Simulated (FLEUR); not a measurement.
**MnGaGe: which magnetic order is lowest**

Wanted: the moments of MnGaGe and the energy of each order that was tried.

Calculated with FLEUR MaX-R8.1; PBEsol; all-electron FLAPW, Dirac cores, scalar-relativistic bands.

### Step 1. The structure

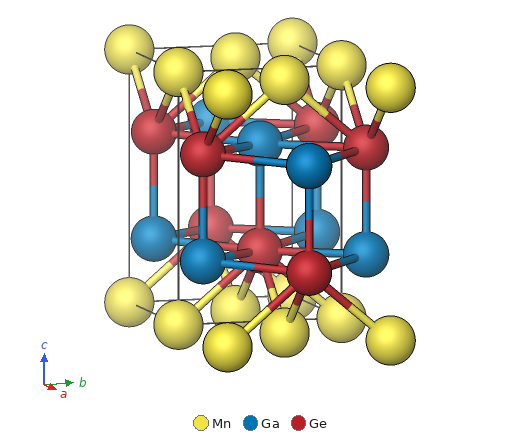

The cell as given, slightly off an axis (manganese yellow, gallium blue, germanium red). 2×1×1 cells are drawn. Some periodic images of atoms are drawn too.

Coordinates:

```xyz
6
Lattice="3.9460 0.0000 0.0000 0.0000 3.9460 0.0000 0.0000 0.0000 5.9109" Properties=species:S:1:pos:R:3 pbc="T T T"
Mn    0.0000    0.0000    0.0000
Mn    1.9730    1.9730    0.0000
Ga    0.0000    1.9730    4.1599
Ga    1.9730    0.0000    1.7510
Ge    0.0000    1.9730    1.6606
Ge    1.9730    0.0000    4.2502
```

The cell comes from a database of computed structures and need not be the stable phase.

### Step 2. Order 1, typed as ferro ++

The parallel start is the test of whether parallel moments hold.

inpgen writes inp.xml from crystal.txt; cutoffs, mixing, functional, smearing and local orbitals are then set in the file. The k list default-1 (kpts.xml, not shown) is a Γ-centred 8×8×8 mesh; where the ranks do not divide the number of points, some are split in two of half the weight.

File inp.xml:

```
<?xml version="1.0" encoding="UTF-8" standalone="no"?>
<fleurInput fleurInputVersion="0.39">
   <comment>
      MnGaGe
   </comment>
   <calculationSetup>
      <cutoffs Kmax="3.6" Gmax="10.8" GmaxXC="10.8" numbands="0"/>
      <scfLoop itmax="90" minDistance="0.00002" maxIterBroyd="15" imix="Anderson" alpha="0.05" precondParam="0.0" spinf="2.0" sdNocoIR="T"/>
      <coreElectrons ctail="T" frcor="F" kcrel="0" coretail_lmax="0"/>
      <xcFunctional name="PBEs" relativisticCorrections="F"/>
      <magnetism jspins="2"/>
      <soc l_soc="F" theta="0.0" phi="0.0" spav="F"/>
      <expertModes spex="0" secvar="F"/>
      <geometryOptimization l_f="F" forcealpha="1.0" forcemix="BFGS" epsdisp="0.00001" epsforce="0.00001"/>
      <ldaU l_linMix="F" mixParam="0.05" spinf="1.0"/>
   </calculationSetup>
   <cell>
      <bzIntegration valenceElectrons="84.0" mode="hist" fermiSmearingEnergy="0.00110248">
         <kPointListSelection listName="default-1"/>
         <xi:include xmlns:xi="http://www.w3.org/2001/XInclude" href="kpts.xml"> </xi:include>
      </bzIntegration>
      <xi:include xmlns:xi="http://www.w3.org/2001/XInclude" href="sym.xml"> </xi:include>
      <bulkLattice scale="1.0">
         <bravaisMatrix>
            <row-1>    7.4567780294482420     0.0000000000000000     0.0000000000000000</row-1>
            <row-2>    0.0000000000000000     7.4567780294482420     0.0000000000000000</row-2>
            <row-3>    0.0000000000000000     0.0000000000000000    11.1699481348278962</row-3>
         </bravaisMatrix>
      </bulkLattice>
   </cell>
   <atomSpecies>
      <species name="Manganese 3.502" element="Mn" atomicNumber="25">
         <mtSphere radius="2.45" gridPoints="811" logIncrement="0.015"/>
         <atomicCutoffs lmax="10" lnonsphr="8"/>
         <electronConfig flipSpins="F">
            <coreConfig>(1s1/2) (2s1/2) (2p1/2) (2p3/2)</coreConfig>
            <valenceConfig>(3s1/2) (3p1/2) (3p3/2) (4s1/2) (3d3/2) (3d5/2)</valenceConfig>
            <stateOccupation state="(3d3/2)" spinUp="1.251" spinDown="0.749"/>
            <stateOccupation state="(3d5/2)" spinUp="3.0" spinDown="0.0"/>
         </electronConfig>
         <energyParameters s="4" p="4" d="3" f="4"/>
         <lo type="SCLO" l="0" n="3" eDeriv="0"/>
         <lo type="SCLO" l="1" n="3" eDeriv="0"/>
      </species>
      <species name="Gallium (Ga)" element="Ga" atomicNumber="31">
         <mtSphere radius="2.3" gridPoints="761" logIncrement="0.016"/>
         <atomicCutoffs lmax="8" lnonsphr="6"/>
         <electronConfig flipSpins="F">
            <coreConfig>(1s1/2) (2s1/2) (2p1/2) (2p3/2) (3s1/2) (3p1/2) (3p3/2)</coreConfig>
            <valenceConfig>(4s1/2) (3d3/2) (3d5/2) (4p1/2) (4p3/2)</valenceConfig>
            <stateOccupation state="(4p1/2)" spinUp="0.166667" spinDown="0.166667"/>
            <stateOccupation state="(4p3/2)" spinUp="0.333333" spinDown="0.333333"/>
         </electronConfig>
         <energyParameters s="4" p="4" d="3" f="4"/>
      </species>
      <species name="Germanium (Ge)" element="Ge" atomicNumber="32">
         <mtSphere radius="2.3" gridPoints="761" logIncrement="0.016"/>
         <atomicCutoffs lmax="8" lnonsphr="6"/>
         <electronConfig flipSpins="F">
            <coreConfig>(1s1/2) (2s1/2) (2p1/2) (2p3/2) (3s1/2) (3p1/2) (3p3/2)</coreConfig>
            <valenceConfig>(4s1/2) (3d3/2) (3d5/2) (4p1/2) (4p3/2)</valenceConfig>
            <stateOccupation state="(4p1/2)" spinUp="0.333333" spinDown="0.333333"/>
            <stateOccupation state="(4p3/2)" spinUp="0.666667" spinDown="0.666667"/>
         </electronConfig>
         <energyParameters s="4" p="4" d="3" f="4"/>
      </species>
   </atomSpecies>
   <atomGroups>
      <atomGroup species="Manganese 3.502">
         <relPos label="                   1">-1.000/4.000 -1.000/4.000 .0000000000</relPos>
         <relPos label="                   2">1.000/4.000 1.000/4.000 .0000000000</relPos>
         <force calculate="T" relaxXYZ="TTT"/>
      </atomGroup>
      <atomGroup species="Gallium (Ga)">
         <relPos label="                   3">-1.000/4.000 1.000/4.000 -.2962270000</relPos>
         <relPos label="                   4">1.000/4.000 -1.000/4.000 .2962270000</relPos>
         <force calculate="T" relaxXYZ="TTT"/>
      </atomGroup>
      <atomGroup species="Germanium (Ge)">
         <relPos label="                   5">-1.000/4.000 1.000/4.000 .2809470000</relPos>
         <relPos label="                   6">1.000/4.000 -1.000/4.000 -.2809470000</relPos>
         <force calculate="T" relaxXYZ="TTT"/>
      </atomGroup>
   </atomGroups>
   <output dos="F" band="F" slice="F">
      <bandDOS minEnergy="-.5*Htr" maxEnergy="0.5*Htr" sigma="0.015" storeEVData="T"/>
      <plotting iplot="0" polar="F">
         <plot TwoD="T" vec1="  1.0  0.0  0.0" vec2="  0.0  1.0  0.0" vec3="  0.0  0.0  1.0" zero="  0.0  0.0  0.0" file="plot"/>
      </plotting>
      <moessbauerParams electricFieldGradient="F" isomerShift="F" coreHyperfine="F" valenceHyperfine="F"/>
   </output>
</fleurInput>
```

File crystal.txt:

```
MnGaGe
&input film=F cartesian=F /
3.94595700000  0.00000000000  0.00000000000
0.00000000000  3.94595700000  0.00000000000
0.00000000000  0.00000000000  5.91088200000
1.8897261246
1.0 1.0 1.0

6
25 0.00000000000  0.00000000000  0.00000000000 : 3.502
25 0.50000000000  0.50000000000  0.00000000000 : 3.502
31 0.00000000000  0.50000000000  0.70377300000
31 0.50000000000  0.00000000000  0.29622700000
32 0.00000000000  0.50000000000  0.28094700000
32 0.50000000000  0.00000000000  0.71905300000

&kpt div1=8 div2=8 div3=8 gamma=T /
```

Run with:

```console
> OMP_NUM_THREADS=1 inpgen -f crystal.txt > inpgen.log  # inp.xml is then edited as shown
> OMP_NUM_THREADS=1 mpirun -n 4 fleur_MPI > fleur.log
```

Output:

```text
Welcome to FLEUR        (www.flapw.de)
      MaX-Release 8.1          (www.max-centre.eu)

 ========== k-point set info ==========
 Selected k-point list: default-1
 k-point list type: mesh
 0 x 0 x 0
 Number of k points: 76

 ------------Calculation Setup---------------------------
 Number of MPI-tasks      :            4
 Number of PE/node        :            4
 Number of OMP-threads    :            1
 k-points in parallel     :            4
 pe's per k-point         :            1
 No of k-point loops      :           19
 Eigenvalue solver        :       lapack
 Number of basis functions:          536
 Approximate size of matrices (H+S) per k-point:         0.004 GB
 --------------------------------------------------------
 Iteration:     1   Distance:      14.34782218 me/bohr^3
 Iteration:     2   Distance:      10.17983146 me/bohr^3
 Iteration:     3   Distance:       9.84030193 me/bohr^3
 Iteration:     4   Distance:      10.27643000 me/bohr^3
 Iteration:     5   Distance:       5.92582327 me/bohr^3
 Iteration:     6   Distance:       4.12829130 me/bohr^3
 Iteration:     7   Distance:       2.81060341 me/bohr^3
 Iteration:     8   Distance:       2.40233113 me/bohr^3
 Iteration:     9   Distance:       1.60797170 me/bohr^3
 Iteration:    10   Distance:       1.50198657 me/bohr^3
[... 12 iterations left out ...]
 Iteration:    23   Distance:       0.00700011 me/bohr^3
 Iteration:    24   Distance:       0.00201785 me/bohr^3
 Iteration:    25   Distance:       0.00036420 me/bohr^3
 Iteration:    26   Distance:       0.00033188 me/bohr^3
 Iteration:    27   Distance:       0.00019402 me/bohr^3
 Iteration:    28   Distance:       0.00016371 me/bohr^3
 Iteration:    29   Distance:       0.00004559 me/bohr^3
 Iteration:    30   Distance:       0.00004708 me/bohr^3
 Iteration:    31   Distance:       0.00004729 me/bohr^3
 Iteration:    32   Distance:       0.00001303 me/bohr^3

 ********************************************************************
 Run finished successfully
 Stop message:
   all done
 ********************************************************************

--- out.xml (last complete iteration) ---
<iteration numberForCurrentRun="   32" overallNumber="   32">
         [... left out ...]
         <bandgap value="0.0015919827" units="eV"/>
         <sumValenceSingleParticleEnergies value="-39.2115869567" units="Htr"/>
         <FermiEnergy value="0.3256679066" units="Htr"/>
         <valenceDensity>
            <mtCharges spin="1">
               <mtCharge atomType="1" total="8.2357721" s="1.1828902" p="3.2190171" d="3.8179416" f="0.0129756"/>
               <mtCharge atomType="2" total="5.7408393" s="0.4203886" p="0.3460230" d="4.9649893" f="0.0077105"/>
               <mtCharge atomType="3" total="6.1397294" s="0.5617826" p="0.5675672" d="4.9997907" f="0.0084807"/>
            </mtCharges>
            <mtCharges spin="2">
               <mtCharge atomType="1" total="5.9239028" s="1.1694944" p="3.2014924" d="1.5383844" f="0.0122159"/>
               <mtCharge atomType="2" total="5.7749716" s="0.4327315" p="0.3729211" d="4.9620517" f="0.0060757"/>
               <mtCharge atomType="3" total="6.2120598" s="0.5634111" p="0.6452258" d="4.9961444" f="0.0059683"/>
            </mtCharges>
            <spinDependentCharge spin="1" total="44.1943211" interstitial="3.9616394" mtSpheres="40.2326817"/>
            <spinDependentCharge spin="2" total="39.8056789" interstitial="3.9838105" mtSpheres="35.8218684"/>
            <totalCharge value="84.0000000000"/>
         </valenceDensity>
         [... left out ...]
         <allElectronCharges>
            <spinDependentCharge spin="1" total="90.1943211" interstitial="3.9634547" mtSpheres="86.2308664"/>
            <spinDependentCharge spin="2" total="85.8056789" interstitial="3.9856338" mtSpheres="81.8200451"/>
            <totalCharge value="175.9999999546"/>
         </allElectronCharges>
         <magneticMomentsInMTSpheres units="muBohr">
            <globalMagMoment atomType="1" vec="0.00000   0.00000   2.31187"/>
            <localMagMoment atomType="1" vec="0.00000   0.00000   2.31187"/>
            <globalMagMoment atomType="2" vec="0.00000   0.00000  -0.03413"/>
            <localMagMoment atomType="2" vec="0.00000   0.00000  -0.03413"/>
            <globalMagMoment atomType="3" vec="0.00000   0.00000  -0.07233"/>
            <localMagMoment atomType="3" vec="0.00000   0.00000  -0.07233"/>
         </magneticMomentsInMTSpheres>
         <moessbauerParams unitsHFF="kG" unitsIS="e/bohr^3" unitsEFG="Htr/bohr^2">
         </moessbauerParams>
         <totalEnergy value="   -10395.5613154315" units="Htr">
            <sumOfEigenvalues value="    -5975.8323344853">
               <coreElectrons value="-5936.6207475286"/>
               <valenceElectrons value="-39.2115869567"/>
            </sumOfEigenvalues>
            <densityCoulombPotentialIntegral value="-16030.7276006084"/>
            <densityEffectivePotentialIntegral value="-16564.6810713808"/>
            <chargeDenXCDenIntegral value="-407.2812964808"/>
            <FockExchangeEnergyValence value="0.0000000000"/>
            <FockExchangeEnergyCore value="0.0000000000"/>
            <atomTypeDependentContributions atomType="1">
               <electronNucleiInteractionDifferentMTs value="2763.9858701125"/>
               <MadelungTerm value="-15.7705213869"/>
            </atomTypeDependentContributions>
            <atomTypeDependentContributions atomType="2">
               <electronNucleiInteractionDifferentMTs value="4675.3233844448"/>
               <MadelungTerm value="-27.8390950446"/>
            </atomTypeDependentContributions>
            <atomTypeDependentContributions atomType="3">
               <electronNucleiInteractionDifferentMTs value="5048.3025641617"/>
               <MadelungTerm value="-30.5435203915"/>
            </atomTypeDependentContributions>
            <tkbTimesEntropy value="0.0003129095"/>
            <freeEnergy value="-10395.5616283410"/>
            <extrapolationTo0K value="-10395.5614718862"/>
         </totalEnergy>
         <densityConvergence units="me/bohr^3">
            <chargeDensity spin="1" distance="0.0000072096"/>
            <chargeDensity spin="2" distance="0.0000093738"/>
            <overallChargeDensity distance="0.0000130290"/>
            <spinDensity distance="0.0000104851"/>
         </densityConvergence>
      </iteration>
```

It took 96 s on 4 MPI ranks of Intel Xeon 6975P-C (Granite Rapids), shared host; peak memory 0.38 GiB; 6.4 min of CPU time.

Spin moment in the muffin-tin sphere by atom:

```
atom  spin moment in the muffin-tin sphere (μB)
 Mn1                                       2.31
 Mn2                                       2.31
 Ga3                                      -0.03
 Ga4                                      -0.03
 Ge5                                      -0.07
 Ge6                                      -0.07
```

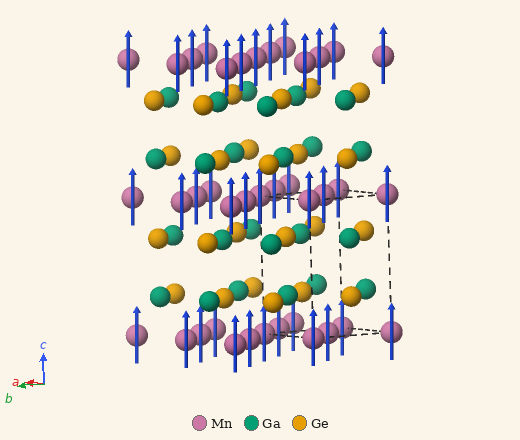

Spin moment in the muffin-tin sphere as arrows, the longest 2.31 μB. Up and down stand for the sign. Arrows give size and sign along the axis of quantisation, drawn up and down the page. 2×2×2 cells are drawn. Some periodic images of atoms are drawn too.

Numbers from this step:

```
free energy                                                       : -282877.6427 eV
program's band gap on this mesh (in a metal only a level spacing) : 0.001592 eV
magnetization                                                     : 4.389 μB
final state                                                       : ferromagnetic, with opposed induced moments
```

After 32 cycles the largest moment stands at 2.31 μB.

(Part 1 of 2 ends here.)

[Logs and program files are shortened in this print: banners, set-up blocks, solver, clock and traceback lines can be left out without a mark of their own.]

[Logs are printed without paths, hosts, clocks, repeated set-up lines and the standing remarks that a program may print on its own settings, such as how far it seeks lower states.]

[Hosts, paths, dates, database ids (printed as entryN), source tags and the programs' standing remarks are cut or masked in the printed files.]

[Where a cell is said to come from a database of computed structures, the database is the Materials Project.]
